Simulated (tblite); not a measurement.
**C$_{4}$H$_{9}$BGeO$_{2}$: geometry relaxation**

System: C$_{4}$H$_{9}$BGeO$_{2}$.
Method: GFN2-xTB geometry optimisation, gas phase (tblite 0.8.0).

It belongs to a series of runs on one base structure; here: H on C replaced by B(OH)2.

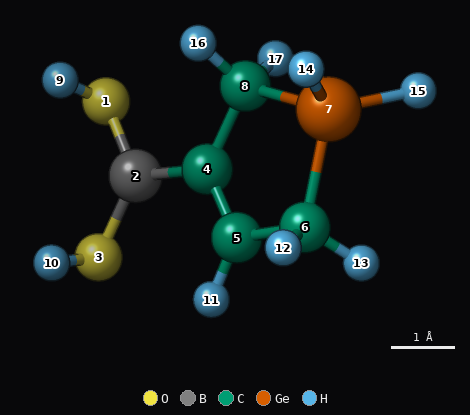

Figure 1. The structure as given in the input (ball-and-stick view, seen at a tilt; atoms are numbered from 1 in the order of the input). Sticks mark near contacts. Bond lengths as drawn: B–C 1.57 Å, B–O 1.46 to 1.48 Å, C–C 1.35 to 1.50 Å, C–Ge 1.93 Å, C–H 1.09 to 1.12 Å, Ge–H 1.55 to 1.56 Å and H–O 0.99 Å.

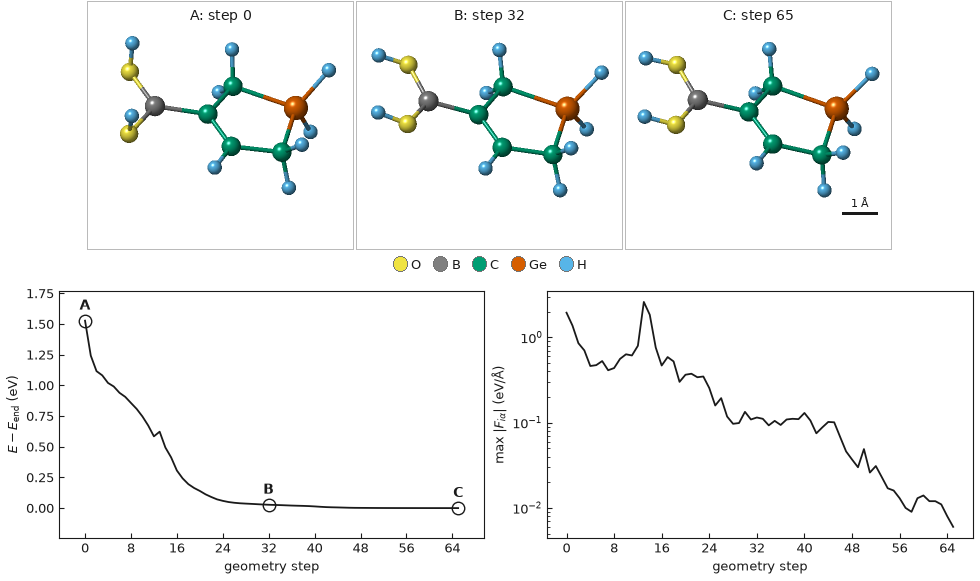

Figure 2. Frames of the relaxation (ball-and-stick view, seen at a tilt) above the curves, on which the letters mark them (steps are counted from 0).

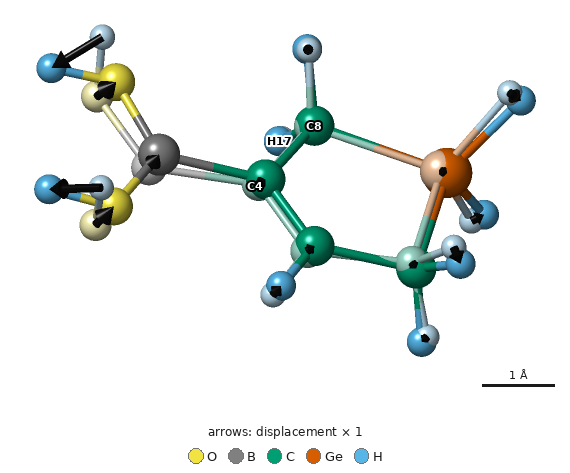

Figure 3. Start (faint) and end (solid) with the displacements as black arrows, at true length (ball-and-stick view, seen at a tilt). The two geometries are laid on each other by the best rigid fit. After 65 geometry steps the energy has fallen by 1.528 eV. Largest force component: 1.9 eV/Å at the start, 0.006 eV/Å at the end. H10 moves most after the best rigid fit: 0.87 Å. By element the largest moves are H 0.87 Å, O 0.45 Å, B 0.30 Å, C 0.14 Å, Ge 0.10 Å. Among the contacts that change: B2–O3 1.475 → 1.360 Å, O1–B2 1.463 → 1.360 Å, C6–Ge7 1.927 → 1.980 Å, Ge7–H15 1.557 → 1.508 Å. Among the angles that change: B2–O1–H9 104.2° → 116.9°, H14–Ge7–H15 115.6° → 105.6°, Ge7–C8–H16 109.4° → 114.3°. (Atoms are counted from 1 in the order of the input.)

The input that produced these results follows, with the program's output.

Input
```
{"job": {"kind": "relax", "xc": "GFN2-xTB", "basis": "xTB"}, "charge": 0, "multiplicity": 1}
O      2.752400     1.245300     0.448900
B      2.049900    -0.014300     0.204900
O      2.843600    -1.251400     0.081300
C      0.480800    -0.047800     0.119500
C     -0.186200    -1.207900    -0.071700
C     -1.684900    -1.177300    -0.155700
Ge    -2.151000     0.676000     0.094800
C     -0.304600     1.216200     0.279700
H      2.921500     1.608300    -0.454300
H      3.020100    -1.319000    -0.887200
H      0.332700    -2.154600    -0.195400
H     -2.026400    -1.532100    -1.146200
H     -2.122300    -1.797000     0.665300
H     -2.798000     1.273200    -1.175800
H     -2.941100     0.895700     1.418800
H     -0.051400     1.932600    -0.515800
H     -0.142100     1.665900     1.279200
```

The first line tells a small driver script what to run in tblite; the rest is the geometry in Å.

Launched with:
```bash
OMP_NUM_THREADS=1 python <driver script> task.json out
```

Output
```
step      E/eV     max force
  0    -664.76874    2.636
  1    -665.05360    1.612
  2    -665.18015    0.867
  3    -665.21455    0.726
  4    -665.27627    0.499
  5    -665.30520    0.527
  6    -665.35658    0.549
  7    -665.38961    0.502
  8    -665.43935    0.509
  9    -665.48846    0.595
 10    -665.54957    0.648
 11    -665.62285    0.620
 12    -665.71171    0.976
 13    -665.67359    2.787
 14    -665.80299    1.848
 15    -665.88322    0.927
 16    -665.99038    0.486
 17    -666.05426    0.595
 18    -666.10141    0.535
 19    -666.13268    0.359
 20    -666.15682    0.396
 21    -666.18451    0.399
 22    -666.20622    0.348
 23    -666.22548    0.365
 24    -666.23757    0.271
 25    -666.24714    0.206
 26    -666.25320    0.220
 27    -666.25735    0.132
 28    -666.26000    0.136
 29    -666.26228    0.133
 30    -666.26484    0.147
 31    -666.26741    0.116
 32    -666.26938    0.125
 33    -666.27085    0.115
 34    -666.27227    0.097
 35    -666.27406    0.109
 36    -666.27591    0.110
 37    -666.27732    0.116
 38    -666.27855    0.114
 39    -666.28028    0.117
 40    -666.28286    0.149
 41    -666.28594    0.132
 42    -666.28853    0.089
 43    -666.29006    0.101
 44    -666.29110    0.110
 45    -666.29243    0.105
 46    -666.29373    0.072
 47    -666.29450    0.056
 48    -666.29487    0.046
 49    -666.29514    0.041
 50    -666.29544    0.056
 51    -666.29571    0.032
 52    -666.29590    0.033
 53    -666.29604    0.028
 54    -666.29616    0.020
 55    -666.29625    0.018
 56    -666.29631    0.016
 57    -666.29635    0.015
 58    -666.29639    0.012
 59    -666.29644    0.017
 60    -666.29649    0.015
 61    -666.29652    0.012
 62    -666.29655    0.013
 63    -666.29658    0.012
 64    -666.29660    0.011
 65    -666.29661    0.007
```

Trajectory as extended XYZ (Å, eV, eV/Å), 13 of the 66 frames kept, from step=0 to step=65
```
17
Properties=species:S:1:pos:R:3:forces:R:3 step=0 energy=-664.76874
O     2.7524    1.2453    0.4489   -0.8240  -1.4040  -1.9500
B     2.0499   -0.0143    0.2049    1.4480  -0.0810   0.5110
O     2.8436   -1.2514    0.0813   -1.0700   1.9420  -1.4260
C     0.4808   -0.0478    0.1195    0.6450  -0.9680   0.0930
C    -0.1862   -1.2079   -0.0717    0.0580   0.6910  -0.0490
C    -1.6849   -1.1773   -0.1557   -0.1780  -1.1020   0.1320
Ge   -2.1510    0.6760    0.0948   -1.1720   0.8100   0.2540
C    -0.3046    1.2162    0.2797    0.1350   0.6780   0.2080
H     2.9215    1.6083   -0.4543   -0.0160  -0.2080   1.4100
H     3.0201   -1.3190   -0.8872    0.0160  -0.2170   1.3580
H     0.3327   -2.1546   -0.1954   -0.0920   0.2360   0.0720
H    -2.0264   -1.5321   -1.1462    0.1380  -0.2940   0.5870
H    -2.1223   -1.7970    0.6653    0.2870   0.0670  -0.8500
H    -2.7980    1.2732   -1.1758   -0.0570  -0.1080   0.5790
H    -2.9411    0.8957    1.4188    0.0730   0.0360  -0.7440
H    -0.0514    1.9326   -0.5158    0.2870  -0.0200   0.4860
H    -0.1421    1.6659    1.2792    0.3210  -0.0580  -0.6690
17
Properties=species:S:1:pos:R:3:forces:R:3 step=5 energy=-665.30520
O     2.7007    1.1697    0.3753   -0.1520   0.3820  -0.0530
B     2.0384   -0.0193    0.2042    0.3810   0.0820  -0.2320
O     2.7810   -1.1598    0.0313   -0.1450  -0.3850  -0.1480
C     0.4890   -0.0628    0.1632   -0.1410   0.1690   0.0570
C    -0.1875   -1.1816   -0.0730   -0.3720  -0.3730   0.0240
C    -1.6842   -1.1808   -0.1559   -0.1420  -0.4730  -0.0120
Ge   -2.1798    0.6949    0.1033    0.0990   0.0410  -0.0160
C    -0.2977    1.2132    0.2811   -0.0140   0.4550   0.1860
H     2.9597    1.6425   -0.4072    0.2250   0.0460   0.1100
H     3.0634   -1.3622   -0.8530    0.2380  -0.0590   0.0790
H     0.3214   -2.1285   -0.1861    0.0230  -0.0110   0.0320
H    -2.0185   -1.5906   -1.1115    0.0660  -0.0420  -0.0160
H    -2.1054   -1.8400    0.6131    0.1360   0.0300  -0.0900
H    -2.8313    1.2768   -1.1139   -0.2110   0.0950   0.0670
H    -2.9679    0.9159    1.3527   -0.2250   0.1030  -0.0430
H    -0.0006    1.9437   -0.4752    0.1460  -0.1050  -0.0040
H    -0.0877    1.6809    1.2418    0.0870   0.0440   0.0590
17
Properties=species:S:1:pos:R:3:forces:R:3 step=11 energy=-665.62285
O     2.5313    1.2609    0.2351    0.0730  -0.2280  -0.5200
B     2.0436   -0.0099    0.1094   -0.6140   0.0330   0.0270
O     2.6062   -1.2267   -0.1330    0.1220   0.3070  -0.3900
C     0.4705   -0.0637    0.2138   -0.4030  -0.0520   0.2430
C    -0.2183   -1.1860   -0.0293    0.0340   0.0610  -0.1140
C    -1.7184   -1.2533   -0.1682    0.2320   0.2960   0.1770
Ge   -2.1903    0.6959    0.1091    0.2630  -0.1110  -0.0360
C    -0.2642    1.2613    0.3417   -0.1210  -0.2590  -0.0870
H     3.1934    1.6823   -0.3113    0.3610  -0.4410   0.2450
H     3.2985   -1.4070   -0.7659    0.3710   0.3110   0.3100
H     0.3222   -2.1166   -0.1526   -0.0110   0.0360   0.0300
H    -2.0012   -1.6845   -1.1485    0.1180   0.3220   0.4740
H    -2.0961   -1.9373    0.6108   -0.0540   0.3430  -0.2850
H    -2.9776    1.3349   -1.0235    0.1970  -0.0690  -0.0930
H    -3.1175    0.9874    1.2639    0.0790  -0.1030   0.1710
H     0.1156    1.9189   -0.4577   -0.3470  -0.1350   0.2750
H    -0.0047    1.7555    1.2963   -0.3010  -0.3110  -0.4250
17
Properties=species:S:1:pos:R:3:forces:R:3 step=16 energy=-665.99038
O     2.4837    1.2574    0.0927    0.1390   0.0520  -0.0090
B     2.0079   -0.0093    0.0875   -0.1060   0.0460  -0.4680
O     2.5642   -1.1927   -0.2647    0.2210   0.0040  -0.0020
C     0.4599   -0.0738    0.2325   -0.1890   0.0190   0.1250
C    -0.2085   -1.1924   -0.0243   -0.2620  -0.1950   0.1200
C    -1.7002   -1.2236   -0.1429   -0.1560   0.0300   0.0500
Ge   -2.1957    0.6907    0.1140   -0.0690   0.1250   0.0420
C    -0.2862    1.2228    0.3479   -0.4640   0.0950  -0.0530
H     3.3236    1.5656   -0.2374    0.3110  -0.3710   0.0460
H     3.4236   -1.3158   -0.6607    0.2640   0.3220   0.1510
H     0.3274   -2.1218   -0.1401   -0.0080  -0.0550  -0.0320
H    -1.9858   -1.6237   -1.1213   -0.0090   0.0500   0.1300
H    -2.1270   -1.8918    0.6156    0.0440   0.1250  -0.1430
H    -2.9637    1.3345   -1.0424    0.2200  -0.1380   0.0840
H    -3.1250    0.9740    1.2888    0.1650  -0.1070  -0.0480
H     0.0626    1.8847   -0.4438   -0.0610   0.0840   0.0010
H    -0.0676    1.7273    1.2886   -0.0400  -0.0840   0.0060
17
Properties=species:S:1:pos:R:3:forces:R:3 step=22 energy=-666.20622
O     2.5343    1.2462    0.0022    0.1280  -0.0020  -0.0630
B     1.9691    0.0124   -0.0480    0.0520  -0.0450   0.3410
O     2.6232   -1.1448   -0.3335    0.1060   0.0310  -0.0420
C     0.4251   -0.0707    0.2022    0.0380   0.0540  -0.2860
C    -0.2449   -1.2084    0.0197   -0.0190   0.1430  -0.2680
C    -1.7386   -1.2043   -0.1169    0.0330  -0.1650   0.0910
Ge   -2.2342    0.6931    0.1295    0.2960  -0.1340  -0.0010
C    -0.3510    1.2210    0.3474    0.1160  -0.0660  -0.0650
H     3.4698    1.3434   -0.1830   -0.0320  -0.1140  -0.0100
H     3.5597   -1.1237   -0.5419   -0.0810   0.1380   0.0560
H     0.2989   -2.1345   -0.1358   -0.1690   0.0940   0.0660
H    -2.0030   -1.5809   -1.1106   -0.0200  -0.0770   0.1780
H    -2.1802   -1.8635    0.6295   -0.1170  -0.1010  -0.0760
H    -2.8993    1.3023   -1.0595   -0.1630   0.0730  -0.1050
H    -3.0940    0.9354    1.3210   -0.1960   0.0660   0.1450
H    -0.0061    1.8938   -0.4384   -0.0330   0.1310   0.1210
H    -0.1358    1.6953    1.3061    0.0610  -0.0260  -0.0830
17
Properties=species:S:1:pos:R:3:forces:R:3 step=27 energy=-666.25735
O     2.5707    1.2380   -0.0074   -0.0590  -0.0360   0.0550
B     1.9772    0.0140   -0.0398   -0.0150  -0.0050  -0.0460
O     2.6546   -1.1296   -0.3316   -0.0690  -0.0030   0.0650
C     0.4217   -0.0592    0.1424    0.0270  -0.0120  -0.0020
C    -0.2621   -1.1937   -0.0124    0.0730  -0.0030   0.0540
C    -1.7556   -1.2202   -0.1005   -0.0180   0.0790  -0.0370
Ge   -2.2300    0.6850    0.1374   -0.1180   0.0370   0.0020
C    -0.3472    1.2277    0.3311    0.0200  -0.0070  -0.0500
H     3.5107    1.2680   -0.1815    0.0640   0.0000  -0.0010
H     3.5907   -1.0461   -0.5108    0.0660   0.0160   0.0170
H     0.2619   -2.1289   -0.1288    0.0630  -0.0710  -0.0580
H    -2.0235   -1.6074   -1.0836   -0.0880  -0.0130  -0.0680
H    -2.2092   -1.8959    0.6241    0.0960   0.0080   0.0900
H    -2.9119    1.2980   -1.0606   -0.0620  -0.0200   0.0530
H    -3.1144    0.9394    1.3330   -0.0080   0.0350  -0.0470
H    -0.0190    1.9441   -0.4184   -0.0260   0.0870  -0.0480
H    -0.1215    1.6787    1.2975    0.0550  -0.0920   0.0220
17
Properties=species:S:1:pos:R:3:forces:R:3 step=32 energy=-666.26938
O     2.5792    1.2307    0.0070    0.0550   0.0290  -0.0150
B     1.9781    0.0119   -0.0389    0.0190   0.0080  -0.0340
O     2.6610   -1.1315   -0.3129    0.0730  -0.0130  -0.0170
C     0.4233   -0.0580    0.1188   -0.0260   0.0050  -0.0610
C    -0.2569   -1.1963   -0.0238   -0.0490   0.0020  -0.1150
C    -1.7552   -1.2173   -0.1045    0.0190  -0.0290   0.0230
Ge   -2.2387    0.6893    0.1383    0.0320  -0.0080  -0.0070
C    -0.3441    1.2301    0.3120   -0.0380  -0.0100   0.0300
H     3.5199    1.2543   -0.1787   -0.0490   0.0040   0.0530
H     3.5973   -1.0292   -0.4957   -0.0300  -0.0440   0.0540
H     0.2662   -2.1366   -0.1433   -0.0120   0.0700  -0.0100
H    -2.0522   -1.6132   -1.0802    0.0090   0.0260   0.0600
H    -2.1800   -1.8915    0.6417    0.0280   0.0480   0.0180
H    -2.9441    1.2941   -1.0491   -0.0280  -0.0150   0.0110
H    -3.1287    0.9554    1.3272    0.0240   0.0080  -0.0110
H    -0.0321    1.9773   -0.4200   -0.0030  -0.0900   0.0310
H    -0.1000    1.6423    1.2922   -0.0240   0.0090  -0.0110
17
Properties=species:S:1:pos:R:3:forces:R:3 step=38 energy=-666.27855
O     2.5874    1.2305    0.0055    0.0010   0.0050  -0.0210
B     1.9827    0.0142   -0.0630   -0.0090   0.0050   0.0090
O     2.6742   -1.1319   -0.3079   -0.0080   0.0070  -0.0130
C     0.4232   -0.0531    0.0756   -0.0050  -0.0040   0.0180
C    -0.2584   -1.1886   -0.0696   -0.0030  -0.0240   0.0540
C    -1.7568   -1.2129   -0.0993    0.0270  -0.0430   0.0000
Ge   -2.2467    0.6901    0.1375    0.0620  -0.0060   0.0070
C    -0.3505    1.2230    0.3066    0.0310   0.0390  -0.0340
H     3.5331    1.2435   -0.1470    0.0020   0.0260   0.0380
H     3.6170   -1.0337   -0.4519   -0.0120  -0.0320   0.0360
H     0.2696   -2.1257   -0.1734   -0.0260  -0.0070  -0.1110
H    -2.0831   -1.6164   -1.0601   -0.0420  -0.0430   0.0410
H    -2.1465   -1.8749    0.6756   -0.0030   0.0120  -0.0200
H    -2.9838    1.2827   -1.0336    0.0190   0.0000  -0.0510
H    -3.1305    0.9727    1.3201   -0.0010  -0.0070   0.0850
H    -0.0423    1.9749   -0.4165    0.0060   0.0620  -0.0220
H    -0.0955    1.6175    1.2913   -0.0380   0.0090  -0.0160
17
Properties=species:S:1:pos:R:3:forces:R:3 step=43 energy=-666.29006
O     2.5933    1.2359   -0.0046   -0.0600  -0.0040   0.0390
B     1.9902    0.0199   -0.0916   -0.0230  -0.0050   0.0070
O     2.6821   -1.1322   -0.3055   -0.0880  -0.0260   0.0410
C     0.4253   -0.0464    0.0286   -0.0160   0.0050  -0.0150
C    -0.2574   -1.1829   -0.1172   -0.0250   0.0200  -0.0360
C    -1.7564   -1.2139   -0.0883   -0.0250  -0.0010   0.0120
Ge   -2.2476    0.6932    0.1408   -0.0170  -0.0270  -0.0100
C    -0.3479    1.2285    0.2853   -0.0140  -0.0220  -0.0090
H     3.5468    1.2531   -0.0835    0.0420   0.0000  -0.0160
H     3.6348   -1.0677   -0.3765    0.0140   0.0410  -0.0090
H     0.2647   -2.1164   -0.2776   -0.0130   0.0320  -0.0260
H    -2.1407   -1.6505   -1.0121    0.0370   0.0010  -0.0180
H    -2.1101   -1.8561    0.7186    0.0180   0.0020   0.0600
H    -3.0150    1.2614   -1.0309    0.0560  -0.0080   0.0180
H    -3.1158    0.9864    1.3448    0.0690  -0.0290  -0.0290
H    -0.0439    1.9985   -0.4227    0.0030   0.0010   0.0300
H    -0.1095    1.6015    1.2826    0.0430   0.0190  -0.0400
17
Properties=species:S:1:pos:R:3:forces:R:3 step=49 energy=-666.29514
O     2.5889    1.2342    0.0100    0.0140   0.0070  -0.0090
B     1.9850    0.0203   -0.0931   -0.0130   0.0010   0.0040
O     2.6711   -1.1382   -0.2850    0.0160   0.0060  -0.0080
C     0.4209   -0.0414    0.0039   -0.0190   0.0000   0.0050
C    -0.2620   -1.1765   -0.1465   -0.0090  -0.0130  -0.0150
C    -1.7598   -1.2167   -0.0829    0.0270  -0.0130  -0.0110
Ge   -2.2452    0.6881    0.1388    0.0190   0.0160   0.0020
C    -0.3496    1.2307    0.2735    0.0010   0.0120   0.0180
H     3.5440    1.2600   -0.0659   -0.0300  -0.0270   0.0090
H     3.6251   -1.0728   -0.3533   -0.0220   0.0130   0.0090
H     0.2590   -2.1055   -0.3313    0.0060   0.0090   0.0040
H    -2.1567   -1.6682   -0.9940   -0.0060  -0.0120   0.0230
H    -2.0856   -1.8461    0.7478    0.0190   0.0120  -0.0180
H    -3.0090    1.2519   -1.0307    0.0020   0.0190  -0.0150
H    -3.0880    0.9826    1.3525   -0.0070  -0.0030   0.0110
H    -0.0450    2.0109   -0.4231   -0.0140  -0.0280  -0.0220
H    -0.1001    1.5987    1.2692    0.0140   0.0010   0.0140
17
Properties=species:S:1:pos:R:3:forces:R:3 step=54 energy=-666.29616
O     2.5874    1.2339    0.0101   -0.0030   0.0030  -0.0020
B     1.9808    0.0216   -0.0966    0.0060   0.0010   0.0020
O     2.6697   -1.1366   -0.2814   -0.0010   0.0000  -0.0040
C     0.4178   -0.0396   -0.0056    0.0130  -0.0060   0.0070
C    -0.2631   -1.1748   -0.1623    0.0100   0.0040   0.0100
C    -1.7582   -1.2165   -0.0831   -0.0130   0.0050  -0.0040
Ge   -2.2444    0.6897    0.1389   -0.0060  -0.0110   0.0030
C    -0.3502    1.2314    0.2730   -0.0020  -0.0080  -0.0050
H     3.5430    1.2490   -0.0544   -0.0010  -0.0040   0.0030
H     3.6237   -1.0668   -0.3376   -0.0010   0.0030   0.0010
H     0.2601   -2.1011   -0.3512    0.0040  -0.0040  -0.0070
H    -2.1684   -1.6785   -0.9817   -0.0110  -0.0100  -0.0110
H    -2.0702   -1.8387    0.7574    0.0040  -0.0040   0.0110
H    -3.0084    1.2533   -1.0324    0.0080   0.0150   0.0100
H    -3.0817    0.9813    1.3576   -0.0170  -0.0020  -0.0030
H    -0.0513    2.0084   -0.4290    0.0050   0.0030   0.0010
H    -0.0935    1.5960    1.2684    0.0060   0.0140  -0.0120
17
Properties=species:S:1:pos:R:3:forces:R:3 step=60 energy=-666.29649
O     2.5863    1.2343    0.0090   -0.0020  -0.0010   0.0100
B     1.9800    0.0216   -0.0946    0.0040  -0.0010  -0.0080
O     2.6691   -1.1357   -0.2834   -0.0020  -0.0020   0.0070
C     0.4175   -0.0405   -0.0017    0.0030  -0.0030   0.0020
C    -0.2627   -1.1757   -0.1613   -0.0080   0.0000  -0.0060
C    -1.7587   -1.2187   -0.0844    0.0010   0.0020   0.0050
Ge   -2.2446    0.6879    0.1407   -0.0020   0.0010   0.0010
C    -0.3504    1.2312    0.2742    0.0080  -0.0050  -0.0020
H     3.5419    1.2467   -0.0535    0.0060   0.0050  -0.0020
H     3.6230   -1.0645   -0.3386    0.0060   0.0000  -0.0040
H     0.2613   -2.1015   -0.3527   -0.0030   0.0050   0.0000
H    -2.1696   -1.6825   -0.9828    0.0040   0.0050   0.0140
H    -2.0687   -1.8393    0.7586   -0.0020   0.0010  -0.0080
H    -3.0023    1.2621   -1.0292    0.0020   0.0040   0.0010
H    -3.0885    0.9783    1.3559   -0.0040  -0.0060  -0.0030
H    -0.0508    2.0047   -0.4318   -0.0100  -0.0030  -0.0070
H    -0.0898    1.6036    1.2656   -0.0030  -0.0030  -0.0020
17
Properties=species:S:1:pos:R:3:forces:R:3 step=65 energy=-666.29661
O     2.5868    1.2337    0.0121    0.0010   0.0000   0.0000
B     1.9808    0.0212   -0.0954    0.0010  -0.0010   0.0050
O     2.6703   -1.1363   -0.2814    0.0030   0.0000  -0.0030
C     0.4181   -0.0411   -0.0037   -0.0010   0.0030  -0.0010
C    -0.2630   -1.1756   -0.1649    0.0010   0.0020   0.0050
C    -1.7585   -1.2183   -0.0831   -0.0010   0.0010  -0.0010
Ge   -2.2448    0.6878    0.1420    0.0000   0.0040   0.0000
C    -0.3500    1.2304    0.2729   -0.0040   0.0010   0.0010
H     3.5425    1.2474   -0.0512    0.0000   0.0020   0.0020
H     3.6242   -1.0646   -0.3373    0.0020  -0.0020  -0.0010
H     0.2609   -2.1008   -0.3584   -0.0040   0.0000   0.0000
H    -2.1723   -1.6837   -0.9786   -0.0020  -0.0010  -0.0040
H    -2.0662   -1.8380    0.7612    0.0000  -0.0010   0.0030
H    -3.0002    1.2665   -1.0270   -0.0010  -0.0020  -0.0030
H    -3.0921    0.9756    1.3553    0.0010  -0.0030   0.0020
H    -0.0545    2.0032   -0.4358   -0.0020  -0.0030   0.0000
H    -0.0889    1.6046    1.2633    0.0060   0.0000  -0.0030
```

Results in brief

| quantity | value |
| --- | --- |
| outcome | converged |
| total energy | −666.2966 eV |
| hardware | 1 CPU thread, shared host |
| peak memory | 0.18 GiB |
